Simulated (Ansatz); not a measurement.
# Si$_{2}$PH$_{6}$F: geometry relaxation (part 1 of 2)

Si$_{2}$PH$_{6}$F, SMILES F[SiH2]P[SiH3], computed with RKS r2SCAN-D4/6-31G (Ansatz 0.2.0).

It belongs to a series of runs on one base structure; here: end point A relaxed. Figures and captions count atoms from 1; the log counts them from 0 in places.

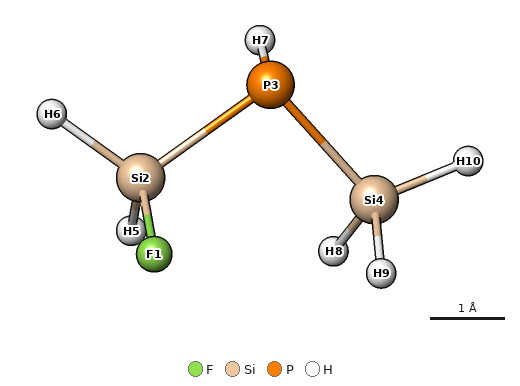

*The structure as given in the input (ball-and-stick view, seen at a tilt; atoms are numbered from 1 in the order of the input).*

Bond lengths as drawn: F–Si 1.62 Å, H–P 1.41 Å, H–Si 1.42 to 1.54 Å and P–Si 2.17 to 2.18 Å.

Key numbers

- outcome: converged
- total energy: −27852.0606 eV
- mean-field energy: −27852.0027 eV
- largest force (length of the vector) at the end: 0.018 eV/Å
- hardware: 1 thread of Intel Xeon (Granite Rapids), 32 GiB of memory available, shared host
- wall time: 67 s
- peak memory: 0.17 GiB

Input
```yaml
crystal:
  periodic: [false, false, false]
  atoms:
    - { symbol: F, position_ang: [-1.6179, 0.0651, 1.7186] }
    - { symbol: Si, position_ang: [-1.0109, 1.0922, 0.6299] }
    - { symbol: P, position_ang: [1.1037, 0.6358, 0.4295] }
    - { symbol: Si, position_ang: [0.848, -1.3314, -0.4626] }
    - { symbol: H, position_ang: [-1.686, 0.9321, -0.6951] }
    - { symbol: H, position_ang: [-1.1561, 2.5123, 1.0904] }
    - { symbol: H, position_ang: [1.4123, 1.3545, -0.7427] }
    - { symbol: H, position_ang: [-0.0923, -1.1827, -1.6323] }
    - { symbol: H, position_ang: [0.207, -2.2582, 0.5825] }
    - { symbol: H, position_ang: [2.0754, -1.8709, -0.9153] }
basis:
  gaussian: { orbitals: "6-31G" }
hamiltonian:
  xc: r2scan
  dispersion: d4
relax:
  f_tol: 0.015
  max_steps: 40
output:
  orbitals: {}
```

Command:
```bash
ansatz run input.yaml --threads 1 --pin off --max-ram 2048MiB --backend cpu --events-out ev --progress --plain --runs-dir out
```

Output
```
The last accepted step is kept in [file] (removed where the run ends without a failure and the disk answers)
Engine: ansatz 0.2.0, x86_64-unknown-linux-gnu
Functional definition: r2SCAN
  parameter k0 = 0.174
  parameter k1 = 0.065
  parameter a1 = 4.9479
  exchange = r2scan_x(k0 = k0, k1 = k1, a1 = a1)
  correlation = r2scan_c
737 factors; integrals over basis functions are off by at most 2.2e-4 eV
mean field evaluation 1: about -27849.6626 eV, gradient 3.0e1 eV
mean field evaluation 2: about -27846.2681 eV, gradient 5.6e1 eV
mean field evaluation 4: about -27851.3820 eV, gradient 2.0e0 eV
mean field evaluation 8: about -27851.3923 eV, gradient 7.2e-2 eV
mean field -27851.39235990 eV, -1023.5197908745 hartree, gradient 6.1e-5 eV, S^2 0.000000; 0 other end points of the search recorded, 0 dependent functions left out
the calculation of the forces begins
reference -27851.39237144 eV, -1023.5197912986 hartree; 29, 29 occupied and 31, 31 virtual orbitals, 737 factors
relax step   1: F+E_penalty+E_count = -27851.45294780 eV  Δ(F+E_penalty+E_count) = +0.000e0 eV  max|allowed force component| = 2.834e0 eV/Å  Δτ_max = 0.0000 Å  (24 SCF iters, accepted)
these checks for a lower state are left out or cut short: starts, cluster_reference, orbital_swaps, neighbouring_geometries, increment
737 factors; integrals over basis functions are off by at most 2.3e-4 eV
mean field evaluation 16: about -27851.8998 eV, gradient 7.6e-2 eV
mean field -27851.89418204 eV, -1023.5382324979 hartree, gradient 1.3e-5 eV, S^2 0.000000; 0 other end points of the search recorded, 0 dependent functions left out
[... from here on the field's lines of each further geometry are left out, up to the last ...]
relax step   2: F+E_penalty+E_count = -27851.95354394 eV  Δ(F+E_penalty+E_count) = -5.006e-1 eV  max|allowed force component| = 1.150e0 eV/Å  Δτ_max = 0.1942 Å  (27 SCF iters, accepted)
relax step   3: F+E_penalty+E_count = -27852.02502405 eV  Δ(F+E_penalty+E_count) = -7.148e-2 eV  max|allowed force component| = 4.349e-1 eV/Å  Δτ_max = 0.1571 Å  (27 SCF iters, accepted)
relax step   4: F+E_penalty+E_count = -27852.04102120 eV  Δ(F+E_penalty+E_count) = -1.600e-2 eV  max|allowed force component| = 1.758e-1 eV/Å  Δτ_max = 0.0791 Å  (27 SCF iters, accepted)
relax step   5: F+E_penalty+E_count = -27852.04515201 eV  Δ(F+E_penalty+E_count) = -4.131e-3 eV  max|allowed force component| = 2.748e-2 eV/Å  Δτ_max = 0.0369 Å  (27 SCF iters, accepted)
relax step   6: F+E_penalty+E_count = -27852.04590671 eV  Δ(F+E_penalty+E_count) = -7.547e-4 eV  max|allowed force component| = 1.731e-2 eV/Å  Δτ_max = 0.0300 Å  (28 SCF iters, accepted)
relax step   7: F+E_penalty+E_count = -27852.04764223 eV  Δ(F+E_penalty+E_count) = -1.736e-3 eV  max|allowed force component| = 2.944e-2 eV/Å  Δτ_max = 0.0948 Å  (27 SCF iters, accepted)
relax step   8: F+E_penalty+E_count = -27852.04807228 eV  Δ(F+E_penalty+E_count) = -4.301e-4 eV  max|allowed force component| = 3.292e-2 eV/Å  Δτ_max = 0.0382 Å  (27 SCF iters, accepted)
relax step   9: F+E_penalty+E_count = -27852.04836058 eV  Δ(F+E_penalty+E_count) = -2.883e-4 eV  max|allowed force component| = 2.359e-2 eV/Å  Δτ_max = 0.0248 Å  (28 SCF iters, accepted)
relax step  10: F+E_penalty+E_count = -27852.04850916 eV  Δ(F+E_penalty+E_count) = -1.486e-4 eV  max|allowed force component| = 2.347e-2 eV/Å  Δτ_max = 0.0273 Å  (27 SCF iters, accepted)
relax step  11: F+E_penalty+E_count = -27852.04883448 eV  Δ(F+E_penalty+E_count) = -3.253e-4 eV  max|allowed force component| = 1.987e-2 eV/Å  Δτ_max = 0.0194 Å  (28 SCF iters, accepted)
relax step  12: F+E_penalty+E_count = -27852.04954419 eV  Δ(F+E_penalty+E_count) = -7.097e-4 eV  max|allowed force component| = 7.554e-2 eV/Å  Δτ_max = 0.0723 Å  (26 SCF iters, accepted)
relax step  13: F+E_penalty+E_count = -27852.05024357 eV  Δ(F+E_penalty+E_count) = -6.994e-4 eV  max|allowed force component| = 1.236e-1 eV/Å  Δτ_max = 0.0518 Å  (27 SCF iters, accepted)
relax step  14: F+E_penalty+E_count = -27852.05117060 eV  Δ(F+E_penalty+E_count) = -9.270e-4 eV  max|allowed force component| = 1.652e-1 eV/Å  Δτ_max = 0.0489 Å  (27 SCF iters, accepted)
relax step  15: F+E_penalty+E_count = -27852.05249074 eV  Δ(F+E_penalty+E_count) = -1.320e-3 eV  max|allowed force component| = 1.906e-1 eV/Å  Δτ_max = 0.0582 Å  (26 SCF iters, accepted)
relax step  16: F+E_penalty+E_count = -27852.05254524 eV  Δ(F+E_penalty+E_count) = -5.450e-5 eV  max|allowed force component| = 2.940e-1 eV/Å  Δτ_max = 0.1226 Å  (26 SCF iters, accepted)
relax step  17: F+E_penalty+E_count = -27852.05471761 eV  Δ(F+E_penalty+E_count) = -2.172e-3 eV  max|allowed force component| = 2.339e-1 eV/Å  Δτ_max = 0.0344 Å  (27 SCF iters, accepted)
relax step  18: F+E_penalty+E_count = -27852.05579381 eV  Δ(F+E_penalty+E_count) = -1.076e-3 eV  max|allowed force component| = 1.283e-1 eV/Å  Δτ_max = 0.0631 Å  (27 SCF iters, accepted)
relax step  19: F+E_penalty+E_count = -27852.05369343 eV  Δ(F+E_penalty+E_count) = +2.100e-3 eV  max|allowed force component| = 2.954e-1 eV/Å  Δτ_max = 0.0685 Å  (27 SCF iters, rejected (line search))
relax step  20: F+E_penalty+E_count = -27852.05937988 eV  Δ(F+E_penalty+E_count) = -3.586e-3 eV  max|allowed force component| = 2.512e-2 eV/Å  Δτ_max = 0.0343 Å  (28 SCF iters, accepted)
relax step  21: F+E_penalty+E_count = -27852.06006514 eV  Δ(F+E_penalty+E_count) = -6.853e-4 eV  max|allowed force component| = 1.488e-2 eV/Å  Δτ_max = 0.0401 Å  (27 SCF iters, accepted)
relax step  22: F+E_penalty+E_count = -27852.06037810 eV  Δ(F+E_penalty+E_count) = -3.130e-4 eV  max|allowed force component| = 2.733e-2 eV/Å  Δτ_max = 0.0533 Å  (26 SCF iters, accepted)
relax step  23: F+E_penalty+E_count = -27852.06050571 eV  Δ(F+E_penalty+E_count) = -1.276e-4 eV  max|allowed force component| = 1.835e-2 eV/Å  Δτ_max = 0.0107 Å  (21 SCF iters, accepted)
the calculation of the forces begins
reference -27852.00265963 eV, -1023.5422189758 hartree; 29, 29 occupied and 31, 31 virtual orbitals, 737 factors
relax step  24: F+E_penalty+E_count = -27852.06061283 eV  Δ(F+E_penalty+E_count) = -1.071e-4 eV  max|allowed force component| = 1.286e-2 eV/Å  Δτ_max = 0.0325 Å  (28 SCF iters, accepted)
```

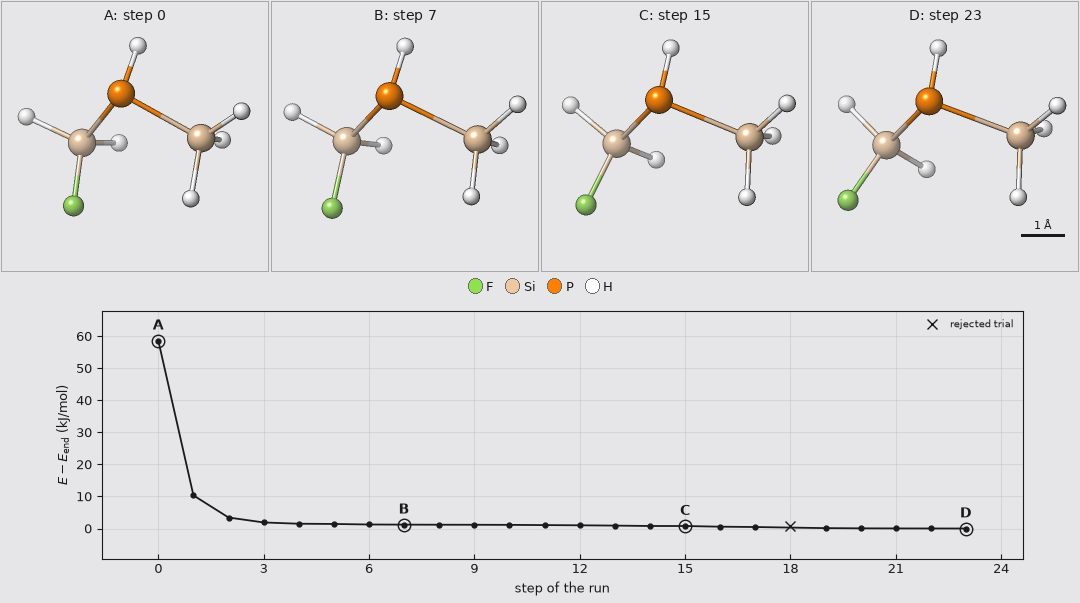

*Frames of the relaxation (ball-and-stick view, seen at a tilt) above the curves, on which the letters mark them (the first geometry is step 0 here and step 1 in the log).*

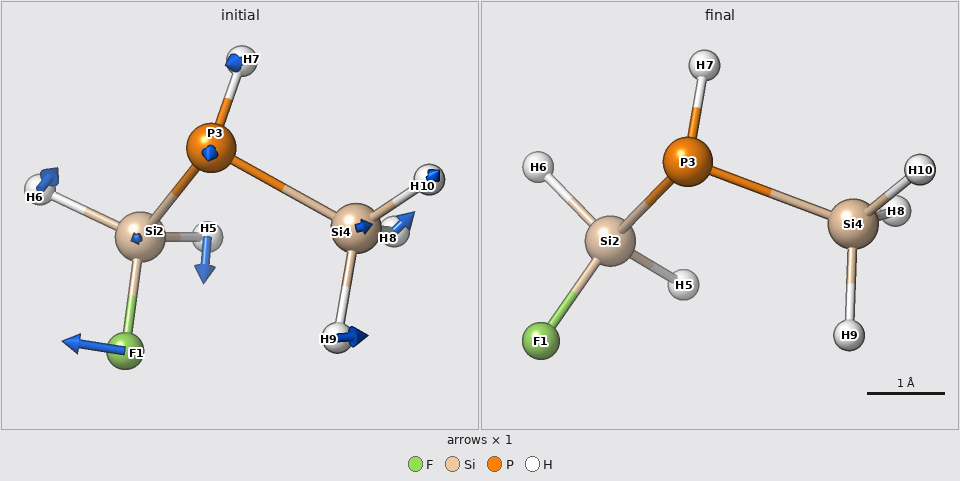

*Before (left) and after (right) the relaxation, at one scale (ball-and-stick view, seen at a tilt). The blue arrows give the displacements, at true length.*

The energy falls by 58.6 kJ/mol in 23 geometry steps. Largest force component: 2.8 eV/Å at the start, 0.013 eV/Å at the end. The line search rejected the trial step at point 18 (counted from 0) and went back. The atom that moves furthest after the best rigid fit is F1 (0.85 Å). By element the largest moves are F 0.85 Å, H 0.65 Å, P 0.26 Å, Si 0.24 Å. Distances before and after: P3–Si4 2.175 → 2.331 Å, Si2–P3 2.173 → 2.318 Å, F1–Si2 1.615 → 1.706 Å, Si4–H10 1.415 → 1.499 Å. Among the angles that change: P3–Si4–H8 107.6° → 112.9°, Si2–P3–H7 100.5° → 95.5°, P3–Si2–H5 109.6° → 114.3°. (Atoms are counted from 1 in the order of the input.)

```
737 factors; integrals over basis functions are off by at most 2.3e-4 eV
mean field -27852.00264757 eV, -1023.5422185326 hartree, gradient 9.9e-6 eV, S^2 0.000000; 1 other end points of the search recorded, 0 dependent functions left out
the calculation of the forces begins
reference -27852.00265963 eV, -1023.5422189758 hartree; 29, 29 occupied and 31, 31 virtual orbitals, 737 factors
Total energy: -27852.06062489 eV, -1023.5443491599 hartree
Atom 0 at    -1.760674     0.736000     2.221857 Å, force     0.000026    -0.002851     0.005902 eV/Å
Atom 1 at    -1.119445     1.167670     0.700996 Å, force     0.007362     0.009677    -0.012856 eV/Å
Atom 2 at     1.095687     0.487502     0.648766 Å, force     0.007321     0.000447    -0.003431 eV/Å
Atom 3 at     0.909892    -1.432791    -0.658652 Å, force    -0.003936    -0.010197     0.004833 eV/Å
Atom 4 at    -1.992443     0.511520    -0.333194 Å, force    -0.003295    -0.000722     0.000669 eV/Å
Atom 5 at    -1.163096     2.664004     0.583714 Å, force    -0.000423    -0.002330    -0.000494 eV/Å
Atom 6 at     1.493328     1.389099    -0.415813 Å, force    -0.008494     0.005341     0.008069 eV/Å
Atom 7 at     0.156441    -1.198901    -1.940163 Å, force    -0.001238     0.003165    -0.001087 eV/Å
Atom 8 at     0.174143    -2.445962     0.165677 Å, force     0.000979    -0.003213    -0.002728 eV/Å
Atom 9 at     2.289367    -1.929341    -0.970288 Å, force     0.001699     0.000684     0.001125 eV/Å
Dipole moment:     0.050143     0.056716    -0.667462 e Å
```

Trajectory as extended XYZ (Å, eV, eV/Å), 21 of the 24 frames kept, from step=1 to step=24
```
10
Properties=species:S:1:pos:R:3:forces:R:3 step=1 energy=-27851.45295
F    -1.6179    0.0651    1.7186   -1.2053  -1.8783   1.9495
Si   -1.0109    1.0922    0.6299   -0.3975   2.8339  -1.9063
P     1.1037    0.6358    0.4295    2.1450   0.8237   1.4852
Si    0.8480   -1.3314   -0.4626   -1.8749  -1.5641  -0.0324
H    -1.6860    0.9321   -0.6951   -0.3427  -0.1300  -0.0401
H    -1.1561    2.5123    1.0904   -0.1245  -0.0390   0.1119
H     1.4123    1.3545   -0.7427    0.0509   0.4649  -0.5617
H    -0.0923   -1.1827   -1.6323   -0.0408  -0.2198  -0.0477
H     0.2070   -2.2582    0.5825    0.2734   0.3829  -0.4413
H     2.0754   -1.8709   -0.9153    1.5163  -0.6741  -0.5171
10
Properties=species:S:1:pos:R:3:forces:R:3 step=2 energy=-27851.95354
F    -1.6668    0.1425    1.7404   -0.7304  -1.0468   1.1500
Si   -1.0455    1.2046    0.6390    0.1817   1.0120  -1.1012
P     1.1578    0.6286    0.4719    0.4152   0.2755   0.4196
Si    0.8908   -1.4208   -0.5156   -0.8765  -0.3124  -0.0689
H    -1.8039    1.0225   -0.6505   -0.0039   0.0002   0.0065
H    -1.2285    2.6068    1.1373    0.0990   0.0207   0.0362
H     1.4056    1.4168   -0.6995    0.1406   0.1270  -0.2978
H    -0.0639   -1.3665   -1.6881    0.1018   0.0166   0.0323
H     0.2617   -2.3099    0.5229    0.1219   0.0580  -0.0409
H     2.1757   -1.9758   -0.9549    0.5506  -0.1509  -0.1359
10
Properties=species:S:1:pos:R:3:forces:R:3 step=3 energy=-27852.02502
F    -1.8059    0.1769    1.8049    0.0594  -0.1408   0.1007
Si   -1.0741    1.1895    0.6521    0.0530   0.4349  -0.2643
P     1.1863    0.6490    0.4761   -0.0867  -0.2019   0.0376
Si    0.8696   -1.4348   -0.5397    0.1785   0.0069  -0.0270
H    -1.8451    1.0111   -0.6331    0.0415  -0.0261   0.0542
H    -1.1748    2.6081    1.1381   -0.0267  -0.0375   0.0055
H     1.4792    1.4040   -0.7324   -0.1758   0.0053   0.0476
H    -0.0640   -1.3933   -1.7246    0.0530   0.0278   0.0483
H     0.2926   -2.3170    0.5204   -0.0219  -0.0561   0.0173
H     2.2193   -1.9447   -0.9588   -0.0741  -0.0125  -0.0200
10
Properties=species:S:1:pos:R:3:forces:R:3 step=4 energy=-27852.04102
F    -1.7335    0.1504    1.7869   -0.0360   0.1228  -0.0757
Si   -1.0791    1.2354    0.6361    0.1103  -0.1758   0.0938
P     1.1662    0.6350    0.4870   -0.0828   0.0627  -0.0779
Si    0.8789   -1.4537   -0.5313    0.0469   0.0323   0.0219
H    -1.8478    1.0456   -0.6458   -0.0082   0.0314   0.0349
H    -1.1939    2.6417    1.1516   -0.0185  -0.0411  -0.0090
H     1.4156    1.4024   -0.7230    0.0357  -0.0375   0.0068
H    -0.0430   -1.3895   -1.7205    0.0099  -0.0104   0.0086
H     0.2950   -2.3482    0.5174   -0.0041  -0.0268  -0.0122
H     2.2248   -1.9704   -0.9555   -0.0532   0.0424   0.0090
10
Properties=species:S:1:pos:R:3:forces:R:3 step=6 energy=-27852.04591
F    -1.7777    0.1890    1.7987   -0.0010   0.0044   0.0006
Si   -1.0760    1.2276    0.6404    0.0064  -0.0125   0.0042
P     1.1633    0.6270    0.4947   -0.0173   0.0040   0.0034
Si    0.8837   -1.4533   -0.5321   -0.0063   0.0050   0.0007
H    -1.8416    1.0348   -0.6414   -0.0012   0.0122   0.0007
H    -1.1869    2.6400    1.1339    0.0106   0.0042  -0.0057
H     1.4263    1.3922   -0.7120   -0.0048  -0.0103  -0.0022
H    -0.0553   -1.3880   -1.7074    0.0072  -0.0073   0.0008
H     0.3228   -2.3707    0.5092   -0.0047  -0.0170   0.0044
H     2.2246   -1.9496   -0.9811    0.0110   0.0173  -0.0068
```
